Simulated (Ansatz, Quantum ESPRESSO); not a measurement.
# SrCl2 (Fm-3m): phonons by linear response, part 2 of 3

How does SrCl2 (Fm-3m) vibrate, and is this structure a minimum?

Quantum ESPRESSO 7.5; DFT PBE, scalar-relativistic, plane waves, GBRV ultrasoft pseudopotentials.

So far. Step 2 (A probe with smearing): A gap of 5.3 eV opens on this mesh, so the crystal is taken as an insulator; the start stands at 0.96 GPa. Step 4 (Self-consistent run for the response): The cell stands at 0.004 GPa, close enough for phonons. The relaxed cell has a = 7.039 Å (conventional setting).

### Step 5. Phonons on a q mesh

Linear response treats each wavevector in the unit cell, with no supercell; the 2×2×2 mesh fixes the range of the force constants to be had.

File ph.in:

```
phonons
 &inputph
    prefix='x',
    outdir='./tmp',
    fildyn='x.dyn',
    tr2_ph=1.0d-18,
    epsil=.true.,
    ldisp=.true.,
    nq1=2,
    nq2=2,
    nq3=2,
 /
```

Run with:

```console
$ OMP_NUM_THREADS=1 mpirun -n 4 ph.x -nk 4 -in ph.in > ph.out
```

Numbers of over 12 decimals in the logs are rounded to 6 here.

Output:

```text
[banners, grids, parts of the stress and lines that vanish by symmetry left out]
[banner, memory and clock lines left out]
Program PHONON v.7.5

[...]
Exchange-correlation= PBE
                           (   1   4   3   4   0   0   0)
[...]
(   3 q-points):
[...]
kinetic-energy cut-off    =      40.0000  Ry
     charge density cut-off    =     240.0000  Ry
     convergence threshold     =      1.0E-18
[...]
Exchange-correlation= PBE
                           (   1   4   3   4   0   0   0)
[...]
q = (   0.0000000   0.0000000   0.0000000 )
     49 Sym.Ops. (with q -> -q+G )
     G cutoff =  537.8628  (  36853 G-vectors)     FFT grid: ( 48, 48, 48)
     G cutoff =  358.5752  (  20107 G-vectors)  smooth grid: ( 40, 40, 40)
     number of k points=    16
[...]
Mode symmetry, O_h (m-3m)  point group:
[...]
Dielectric constant
[...]
End of electric fields calculation
          Dielectric constant in cartesian axis
          (       2.880697920      -0.000000000       0.000000000 )
          (      -0.000000000       2.880697920      -0.000000000 )
          (       0.000000000      -0.000000000       2.880697920 )
          Effective charges (d Force / dE) in cartesian axis without acoustic sum rule applied (asr)
           atom    1  Sr    Mean Z*:        2.49648
      Ex  (        2.49648       -0.00000       -0.00000 )
      Ey  (        0.00000        2.49648        0.00000 )
      Ez  (       -0.00000        0.00000        2.49648 )
           atom    2  Cl    Mean Z*:       -1.24944
      Ex  (       -1.24944        0.00000       -0.00000 )
      Ey  (        0.00000       -1.24944       -0.00000 )
      Ez  (       -0.00000        0.00000       -1.24944 )
           atom    3  Cl    Mean Z*:       -1.24944
      Ex  (       -1.24944        0.00000       -0.00000 )
      Ey  (        0.00000       -1.24944        0.00000 )
      Ez  (       -0.00000        0.00000       -1.24944 )
          Effective charges Sum: Mean:       -0.00239
[...]
Effective charges (d Force / dE) in cartesian axis with asr applied:
           atom    1  Sr    Mean Z*:        2.49728
[...]
atom    2  Cl    Mean Z*:       -1.24864
[...]
atom    3  Cl    Mean Z*:       -1.24864
[...]
Representation #   1 modes #   1   2   3
[...]
End of self-consistent calculation
     Convergence has been achieved
     Representation #   2 modes #   4   5   6
[...]
End of self-consistent calculation
     Convergence has been achieved
     Representation #   3 modes #   7   8   9
[...]
End of self-consistent calculation
     Convergence has been achieved
[...]
Dielectric constant in cartesian axis
          (       2.880697920      -0.000000000       0.000000000 )
          (      -0.000000000       2.880697920      -0.000000000 )
          (       0.000000000      -0.000000000       2.880697920 )
          Effective charges (d Force / dE) in cartesian axis without acoustic sum rule applied (asr)
           atom    1  Sr    Mean Z*:        2.49648
      Ex  (        2.49648       -0.00000       -0.00000 )
      Ey  (        0.00000        2.49648        0.00000 )
      Ez  (       -0.00000        0.00000        2.49648 )
           atom    2  Cl    Mean Z*:       -1.24944
      Ex  (       -1.24944        0.00000       -0.00000 )
      Ey  (        0.00000       -1.24944       -0.00000 )
      Ez  (       -0.00000        0.00000       -1.24944 )
           atom    3  Cl    Mean Z*:       -1.24944
      Ex  (       -1.24944        0.00000       -0.00000 )
      Ey  (        0.00000       -1.24944        0.00000 )
      Ez  (       -0.00000        0.00000       -1.24944 )
          Effective charges Sum: Mean:       -0.00239
[...]
Effective charges (d Force / dE) in cartesian axis with asr applied:
           atom    1  Sr    Mean Z*:        2.49728
[...]
atom    2  Cl    Mean Z*:       -1.24864
[...]
atom    3  Cl    Mean Z*:       -1.24864
[...]
Effective charges (d P / du) in cartesian axis
[...]
q = (    0.000000000   0.000000000   0.000000000 )
[...]
freq (    1) =       0.067921 [THz] =       2.265601 [cm-1]
     freq (    2) =       0.067921 [THz] =       2.265601 [cm-1]
     freq (    3) =       0.067921 [THz] =       2.265601 [cm-1]
     freq (    4) =       3.771794 [THz] =     125.813498 [cm-1]
     freq (    5) =       3.771794 [THz] =     125.813498 [cm-1]
     freq (    6) =       3.771794 [THz] =     125.813498 [cm-1]
     freq (    7) =       5.126396 [THz] =     170.998156 [cm-1]
     freq (    8) =       5.126396 [THz] =     170.998156 [cm-1]
     freq (    9) =       5.126396 [THz] =     170.998156 [cm-1]
[...]
Mode symmetry, O_h (m-3m)  point group:
     freq (   1-   3) =          2.3  [cm-1]   --> T_1u G_15  G_4- I
     freq (   4-   6) =        125.8  [cm-1]   --> T_1u G_15  G_4- I
     freq (   7-   9) =        171.0  [cm-1]   --> T_2g G_25' G_5+ R
[...]
Mode symmetry, D_3d (-3m)  point group:
[...]
Representation #   1 mode #   1
[...]
End of self-consistent calculation
     Convergence has been achieved
     Representation #   2 modes #   2   3
[...]
Convergence has been achieved
     Representation #   3 mode #   4
[...]
Convergence has been achieved
     Representation #   4 mode #   5
[...]
Convergence has been achieved
     Representation #   5 modes #   6   7
[...]
Convergence has been achieved
     Representation #   6 modes #   8   9
[...]
Convergence has been achieved
[...]
q = (    0.353553391  -0.353553391   0.353553391 )
[...]
freq (    1) =       1.932943 [THz] =      64.476039 [cm-1]
     freq (    2) =       1.932943 [THz] =      64.476039 [cm-1]
     freq (    3) =       3.582138 [THz] =     119.487270 [cm-1]
     freq (    4) =       4.365639 [THz] =     145.622043 [cm-1]
     freq (    5) =       4.365639 [THz] =     145.622043 [cm-1]
[...]
Mode symmetry, D_3d (-3m)  point group:
     freq (   1-   2) =         64.5  [cm-1]   --> E_u  L_3'
     freq (   3-   3) =        119.5  [cm-1]   --> A_2u L_2'
     freq (   4-   5) =        145.6  [cm-1]   --> E_u  L_3'
     freq (   6-   7) =        146.6  [cm-1]   --> E_g  L_3
     freq (   8-   8) =        160.9  [cm-1]   --> A_2u L_2'
     freq (   9-   9) =        169.3  [cm-1]   --> A_1g L_1
[...]
Mode symmetry, D_4h(4/mmm) point group:
[...]
Representation #   1 mode #   1
[...]
Convergence has been achieved
     Representation #   2 modes #   2   3
[...]
Convergence has been achieved
     Representation #   3 mode #   4
[...]
Convergence has been achieved
     Representation #   4 mode #   5
[...]
Convergence has been achieved
     Representation #   5 modes #   6   7
[...]
End of self-consistent calculation
     Convergence has been achieved
     Representation #   6 modes #   8   9
[...]
End of self-consistent calculation
     Convergence has been achieved
[...]
q = (    0.000000000  -0.707106781   0.000000000 )
[...]
freq (    2) =       2.256716 [THz] =      75.275948 [cm-1]
     freq (    3) =       2.256716 [THz] =      75.275948 [cm-1]
     freq (    4) =       2.692151 [THz] =      89.800500 [cm-1]
     freq (    5) =       2.692151 [THz] =      89.800500 [cm-1]
     freq (    6) =       4.357222 [THz] =     145.341275 [cm-1]
     freq (    7) =       5.331203 [THz] =     177.829775 [cm-1]
     freq (    8) =       5.331203 [THz] =     177.829775 [cm-1]
     freq (    9) =       6.024786 [THz] =     200.965218 [cm-1]
[...]
Mode symmetry, D_4h(4/mmm) point group:
     freq (   1-   1) =         61.7  [cm-1]   --> B_1u X_2' M_2'
     freq (   2-   3) =         75.3  [cm-1]   --> E_u  X_5' M_5'
     freq (   4-   5) =         89.8  [cm-1]   --> E_g  X_5  M_5
     freq (   6-   6) =        145.3  [cm-1]   --> A_2u X_4' M_4'
     freq (   7-   8) =        177.8  [cm-1]   --> E_u  X_5' M_5'
     freq (   9-   9) =        201.0  [cm-1]   --> A_1g X_1  M_1
```

Wall time 10 min (4 MPI ranks of Arm Neoverse V1, shared host).

Read from the output:

```yaml
miss_of_the_charge_sum_rule: 0.002400 e
largest_acoustic_frequency_at_the_zone_centre_before_the_sum_rule: 2.27 cm⁻¹
highest_optical_zone_centre_mode_no_lo_to_term: 171 cm⁻¹
lowest_optical_zone_centre_mode: 125.8 cm⁻¹
mean_high_frequency_dielectric_constant: 2.881
largest_born_charge_in_size_third_of_the_trace: 2.497 e
lowest_mode_on_the_q_mesh_acoustic_ones_at_the_zone_centre_apart: 61.73 cm⁻¹
```

Frequencies (cm⁻¹) at each irreducible wavevector; negative means imaginary. Frequencies by wavevector:

| q (fractions) | star | mode 1 | mode 2 | mode 3 | mode 4 | mode 5 | mode 6 | mode 7 | mode 8 | mode 9 |
| --- | --- | --- | --- | --- | --- | --- | --- | --- | --- | --- |
| 0 0 0 | 1 | 2.27 | 2.27 | 2.27 | 125.8 | 125.8 | 125.8 | 171 | 171 | 171 |
| 0 0 -0.5 | 4 | 64.48 | 64.48 | 119.5 | 145.6 | 145.6 | 146.6 | 146.6 | 160.9 | 169.3 |
| 0 -0.5 -0.5 | 3 | 61.73 | 75.28 | 75.28 | 89.8 | 89.8 | 145.3 | 177.8 | 177.8 | 201 |

Born charge (rows field, columns displacement), before the sum rule (e), principal values of the symmetric part by kind of site:

```
atom  atoms with these values    low  middle   high   mean
 Sr1                        1   2.50    2.50   2.50   2.50
 Cl2                        2  -1.25   -1.25  -1.25  -1.25
```

In full for Cl2:

```
-1.25  0.00  0.00
 0.00 -1.25  0.00
 0.00  0.00 -1.25
```

High-frequency dielectric tensor:

```
2.88 0.00 0.00
0.00 2.88 0.00
0.00 0.00 2.88
```

The acoustic modes at Γ come out as far as 2.3 cm⁻¹ from zero, where they should vanish, a small numerical error; the Born charges miss their sum rule by 0.0024 e, which is good.

### Step 6. Force constants in real space

The dynamical matrices of the mesh are Fourier-transformed to force constants in real space, after the long-range dipole part is taken out.

File q2r.in:

```
 &input
    fildyn='x.dyn',
    zasr='simple',
    flfrc='x.fc',
 /
```

Run with:

```console
$ q2r.x < q2r.in > q2r.out
```

Output:

```text
[banners, grids, parts of the stress and lines that vanish by symmetry left out]
[banner, memory and clock lines left out]
Program Q2R v.7.5

  reading grid info from file x.dyn0

  reading force constants from file x.dyn1
 macroscopic fields = T
   2.88070  -0.00000   0.00000
  -0.00000   2.88070  -0.00000
[...]
na=            1
[...]
na=            2
[...]
na=            3
[...]
0.00000  -1.24944   0.00000
  -0.00000   0.00000  -1.24944
  alpha Ewald:    2.241095
  nqs=            1
 q=   0.00000000  0.00000000  0.00000000
  reading force constants from file x.dyn2
  alpha Ewald:    2.241095
  nqs=            4
 q=   0.35355339 -0.35355339  0.35355339
[...]
reading force constants from file x.dyn3
  alpha Ewald:    2.241095
  nqs=            3
[...]
q=  -0.70710678  0.00000000  0.00000000
 q=   0.00000000  0.00000000  0.70710678

      q-space grid ok, #points =    8

      fft-check warning: sum of imaginary terms = 3.812207E-09
```

It took 0.49 s on 1 thread.

### Step 7. Interpolated phonon bands

From the force constants any wavevector is cheap; points of the mesh come back as solved, but for the sum rule and, in polar crystals, the LO-TO term at Γ; the rest is interpolation.

File matdyn.in:

```
 &input
    asr='simple',
    flfrc='x.fc',
    flfrq='x.freq',
    flvec='x.modes',
    q_in_band_form=.true.,
    q_in_cryst_coord=.true.,
 /
8
  0.0000000   0.0000000   0.0000000  12  ! GAMMA
 -0.0000000   0.5000000   0.5000000  12  ! X
 -0.0000000   0.6250000   0.3750000   1  ! U
 -0.3750000   0.3750000  -0.0000000  12  ! K
  0.0000000   0.0000000   0.0000000  12  ! GAMMA
 -0.0000000   0.5000000  -0.0000000  12  ! L
 -0.2500000   0.5000000   0.2500000  12  ! W
 -0.0000000   0.5000000   0.5000000   1  ! X
```

Run with:

```console
$ matdyn.x -in matdyn.in > matdyn.out
```

Output:

```text
[banner, memory and clock lines left out]
Program MATDYN v.7.5

 mass for atomic type   1 not given; uses mass from file x.fc
 mass for atomic type   2 not given; uses mass from file x.fc
```

Elapsed: 0.6 s, on 1 thread.

Numbers from this step:

```yaml
lowest_frequency_on_the_path: 0 cm⁻¹
```

Matdyn.x, sum rule simple. Phonon branches along the path, in cm⁻¹:

| point | branch 1 | branch 2 | branch 3 | branch 4 | branch 5 | branch 6 | branch 7 | branch 8 | branch 9 |
| --- | --- | --- | --- | --- | --- | --- | --- | --- | --- |
| Γ | 0 | 0 | 0 | 126 | 126 | 171 | 171 | 171 | 217 |
| X | 62 | 75 | 75 | 90 | 90 | 145 | 178 | 178 | 201 |
| U | 74 | 75 | 97 | 105 | 107 | 130 | 171 | 175 | 195 |
| jump to K | 74 | 75 | 97 | 105 | 107 | 130 | 171 | 175 | 195 |
| Γ | 0 | 0 | 0 | 126 | 126 | 171 | 171 | 171 | 217 |
| L | 64 | 64 | 119 | 146 | 146 | 147 | 147 | 161 | 169 |
| W | 78 | 80 | 82 | 111 | 111 | 145 | 145 | 189 | 189 |
| X | 62 | 75 | 75 | 90 | 90 | 145 | 178 | 178 | 201 |

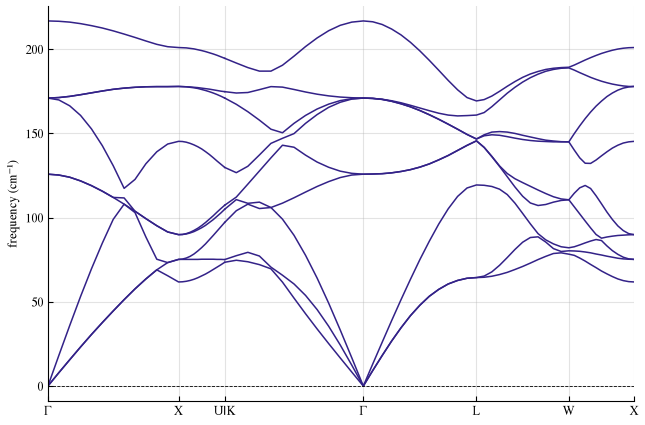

Phonon branches along the path.

All branches are real along the path.

### Step 8. Sums over the zone

Sums over the zone need many more wavevectors than were solved, so the interpolation is sampled on a dense mesh.

File matdyn.in:

```
 &input
    asr='simple',
    flfrc='x.fc',
    dos=.true.,
    fldos='x.dos',
    nk1=11,
    nk2=11,
    nk3=11,
    deltaE=1.0,
 /
```

Run with:

```console
$ matdyn.x -in matdyn.in > matdyn.out
```

Output:

```text
[banner, memory and clock lines left out]
Program MATDYN v.7.5

 mass for atomic type   1 not given; uses mass from file x.fc
 mass for atomic type   2 not given; uses mass from file x.fc
```

The job ended after 2.3 s (1 thread).

This step gave:

```
share of modes beyond 3i cm⁻¹ on the dense interpolated mesh : 0
zero-point energy per atom                                   : 23.4 meV
heat capacity at 300 K                                       : 24.11 J/(mol atoms K)
vibrational entropy at 300 K                                 : 39.82 J/(mol atoms K)
```

The phonon density of states has structure finer than the step of the table below, so its rows give means over 20 cm⁻¹, whole bins alone (the curve runs from 0 to 217 cm⁻¹). Peaks (cm⁻¹: height): total 72.0: 0.0893, 104.0: 0.0844, 118.0: 0.0966, 133.0: 0.0743, 177.0: 0.121, 189.0: 0.0599; Cl 80.0: 0.0356, 118.0: 0.0489, 177.0: 0.117, 189.0: 0.0551; Sr 72.0: 0.0643, 105.0: 0.0385, 117.0: 0.0482, 130.0: 0.0278.

Tetrahedra. The phonon density of states by wavenumber; means over each step; values in 1/cm⁻¹/cell:

```
wavenumber (cm⁻¹)    total       Cl       Sr
               20  0.00195   8.1e-4  0.00114
               40   0.0107  0.00390  0.00679
               60   0.0437   0.0122   0.0315
               80   0.0578   0.0246   0.0332
              100   0.0572   0.0341   0.0231
              120   0.0736   0.0425   0.0311
              140   0.0495   0.0371   0.0124
              160   0.0491   0.0470  0.00217
              180   0.0740   0.0711  0.00296
              200   0.0303   0.0254  0.00493
```

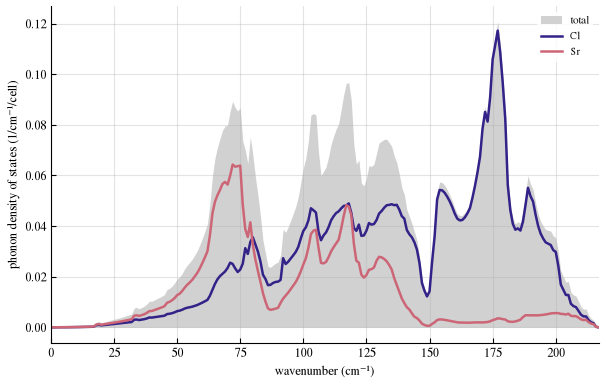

Phonon density of states against wavenumber.

Harmonic thermodynamic functions per atom, summed over the density of states scaled to three modes an atom; melting is ignored. Thermodynamic functions:

| T (K) | F_vib (meV/atom) | S (J/mol-atom/K) | C_V (J/mol-atom/K) |
| --- | --- | --- | --- |
| 0 | 23.4 | 0 | 0 |
| 50 | 22.6 | 5.144 | 10.22 |
| 100 | 17.23 | 15.4 | 18.87 |
| 200 | -7.04 | 30.21 | 23.14 |
| 300 | -43.64 | 39.82 | 24.11 |
| 400 | -88.7 | 46.81 | 24.47 |
| 500 | -140.2 | 52.29 | 24.64 |
| 600 | -196.8 | 56.8 | 24.73 |
| 700 | -257.6 | 60.61 | 24.79 |
| 800 | -322.2 | 63.92 | 24.82 |
| 900 | -390 | 66.85 | 24.85 |
| 1000 | -460.7 | 69.47 | 24.87 |

At 300 K the heat capacity has reached 97 % of the Dulong-Petit value.

### Step 9. Modes with the sum rule

A rigid shift of the crystal must cost nothing, but grids and finite bases break this; the acoustic sum rule is imposed before the matrix is diagonalised again. With Born charges the intensities follow, and the static dielectric tensor.

File dynmat.in:

```
 &input
    fildyn='x.dyn1',
    asr='simple',
    fileig='dynmat.eig',
    lperm=.true.,
 /
```

Run with:

```console
$ dynmat.x -in dynmat.in > dynmat.out
```

Output:

```text
[banner, memory and clock lines left out]
Program DYNMAT v.7.5

     Reading Dynamical Matrix from file x.dyn1
     ...Force constants read
     ...epsilon and Z* read
     A direction for q was not specified:TO-LO splitting will be absent

     Polarizability (A^3 units)
     multiply by 0.614666 for Clausius-Mossotti correction
        13.050512   -0.000000    0.000000
        -0.000000   13.050512   -0.000000
         0.000000   -0.000000   13.050512

     IR activities are in (D/A)^2/amu units

# mode   [cm-1]    [THz]      IR
    1     -0.00   -0.0000    0.0000
    2      0.00    0.0000    0.0000
    3      0.00    0.0000    0.0000
    4    125.80    3.7715    3.6714
    5    125.80    3.7715    3.6714
    6    125.80    3.7715    3.6714
    7    171.02    5.1272    0.0000
    8    171.02    5.1272    0.0000
    9    171.02    5.1272    0.0000

Electronic dielectric permittivity tensor (relative, adimensional)
         2.880698   -0.000000    0.000000
        -0.000000    2.880698   -0.000000
         0.000000   -0.000000    2.880698

 ... with zone-center polar mode contributions
         8.554630    0.000000   -0.000000
         0.000000    8.554630    0.000000
        -0.000000    0.000000    8.554630

[end of the log left out, with the tail of the file of modes that dynmat.x writes under the same name]
```

Run time: 0.47 s. Hardware: 1 thread.

This step gave:

```
highest optical zone-centre mode (no LO-TO term) : 171.0 cm⁻¹
mean static dielectric constant                  : 8.555
```

Unit eigenvectors of the mass-weighted matrix after the sum rule; no LO-TO term. The modes at Γ (shares of kinetic energy by element, %):

```csv
mode,frequency (cm⁻¹),symmetry,Sr %,Cl %
1,0.0,acoustic,55,45
2,0.0,acoustic,55,45
3,0.0,acoustic,55,45
4,125.8,T1u,45,55
5,125.8,T1u,45,55
6,125.8,T1u,45,55
7,171.0,T2g,0,100
8,171.0,T2g,0,100
9,171.0,T2g,0,100
```

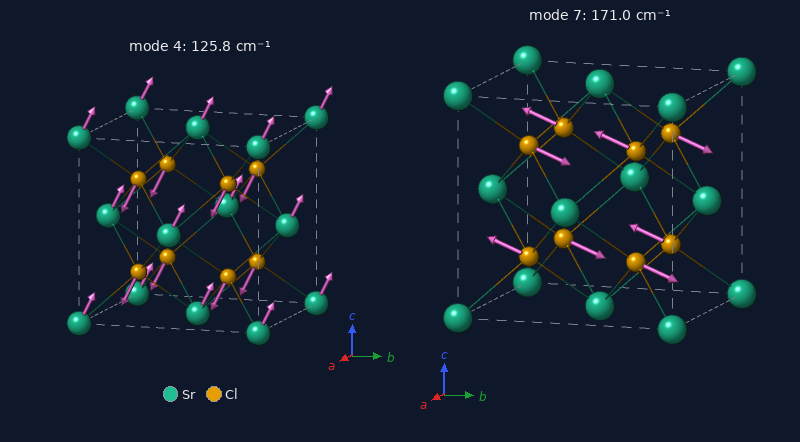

Displacement patterns of modes 4 and 7 at Γ; arrows are exaggerated. Some periodic images of atoms are drawn too.

Degenerate modes summed, no LO-TO term. Lines of the infrared spectrum (strongest = 100):

```
position (cm⁻¹)  lines merged  label  IR intensity, relative
            126             3    T1u                     100
            171             3    T2g                     0.0
```

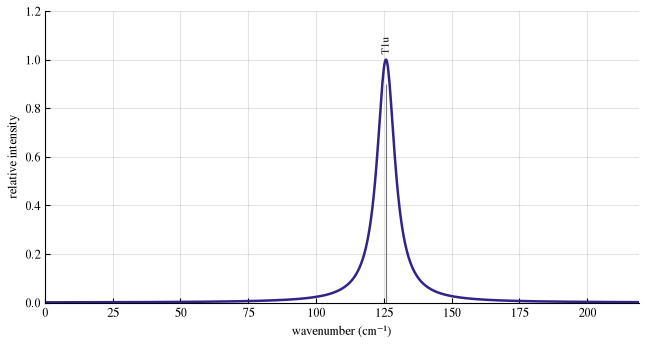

The infrared spectrum, broadened with Lorentzians of width 8 cm⁻¹; bars mark the lines.

Static dielectric tensor (ions relaxed, fixed cell):

```
8.55 0.00 0.00
0.00 8.55 0.00
0.00 0.00 8.55
```

The rule moves no optical mode by more than 0.1 cm⁻¹.

### Step 10. Sum rules set otherwise (asr no)

Without the rule the raw error of the acoustic modes shows.

File dynmat.in:

```
 &input
    fildyn='x.dyn1',
    asr='no',
    fileig='dynmat.eig',
    lperm=.true.,
 /
```

Run with:

```console
$ dynmat.x -in dynmat.in > dynmat.out
```

Output:

```text
[banner, memory and clock lines left out]
Program DYNMAT v.7.5

     Reading Dynamical Matrix from file x.dyn1
     ...Force constants read
     ...epsilon and Z* read
     A direction for q was not specified:TO-LO splitting will be absent

     Polarizability (A^3 units)
     multiply by 0.614666 for Clausius-Mossotti correction
        13.050512   -0.000000    0.000000
        -0.000000   13.050512   -0.000000
         0.000000   -0.000000   13.050512

     IR activities are in (D/A)^2/amu units

# mode   [cm-1]    [THz]      IR
    1      2.27    0.0679    0.0000
    2      2.27    0.0679    0.0000
    3      2.27    0.0679    0.0000
    4    125.81    3.7718    3.6730
    5    125.81    3.7718    3.6730
    6    125.81    3.7718    3.6730
    7    171.00    5.1264    0.0000
    8    171.00    5.1264    0.0000
    9    171.00    5.1264    0.0000

Electronic dielectric permittivity tensor (relative, adimensional)
         2.880698   -0.000000    0.000000
        -0.000000    2.880698   -0.000000
         0.000000   -0.000000    2.880698

 ... with zone-center polar mode contributions
         8.556137   -0.000000   -0.000000
        -0.000000    8.556137   -0.000000
         0.000000   -0.000000    8.556137

[end of the log left out, with the tail of the file of modes that dynmat.x writes under the same name]
```

Wall time 0.46 s (1 thread).

This step gave:

- highest optical zone-centre mode (no LO-TO term): 171 cm⁻¹
- mean static dielectric constant: 8.556

Zone-centre frequencies as printed; negative means imaginary. Modes:

| mode | frequency (cm⁻¹) |
| --- | --- |
| 1 | 2.27 |
| 2 | 2.27 |
| 3 | 2.27 |
| 4 | 125.8 |
| 5 | 125.8 |
| 6 | 125.8 |
| 7 | 171 |
| 8 | 171 |
| 9 | 171 |

Against the first rule no mode moves by more than 2.3 cm⁻¹.

(Part 2 of 3 ends here.)

[Host names and launcher messages were left out of these logs when they were recorded.]

[Logs are printed without paths, hosts, clocks, repeated set-up lines and the standing remarks that a program may print on its own settings, such as how far it seeks lower states.]

[Hosts, paths, dates, database ids (printed as entryN), source tags and the programs' standing remarks are cut or masked in the printed files.]
